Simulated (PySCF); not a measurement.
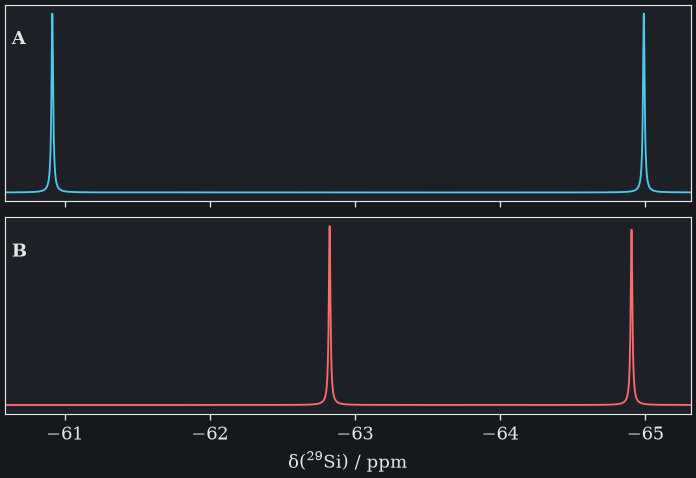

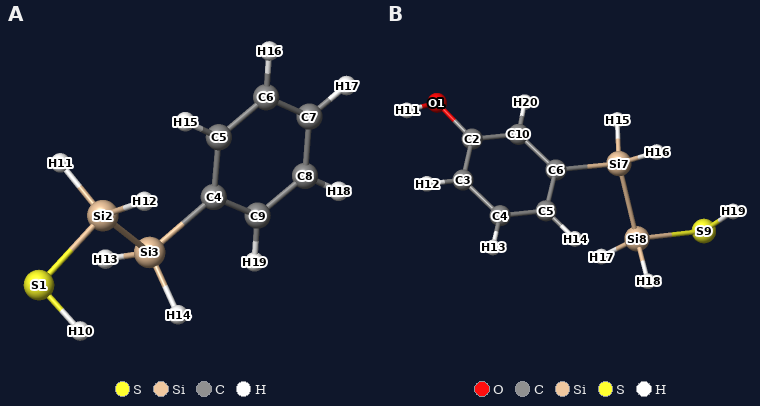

Related molecules: A is C₆H₁₀SSi₂, SMILES S[SiH2][SiH2]c1ccccc1; B is C₆H₁₀OSSi₂, SMILES Oc1cccc([SiH2][SiH2]S)c1. GIAO ²⁹Si shifts against TMS, PBE0/pcSseg-1 in PySCF, at a GFN2-xTB geometry (no frequency check); fully decoupled, line heights follow the number of nuclei within a panel, widths are arbitrary (no quadrupolar broadening); values of one conformer, averaged over nuclei that symmetry or rotation about single bonds exchange, these motions taken as fast; other conformers aren't averaged in.

**Assign the ²⁹Si signals of each molecule.**

A: −60.9 (Si2); −65.0 (Si3)
B: −62.8 (Si8); −64.9 (Si7)

The order of signals that lie close, as those under 3 ppm apart, is within the error of the method.

Caveats, for all or some of the runs: the tight-binding geometry is rougher than a DFT one and adds to the error.
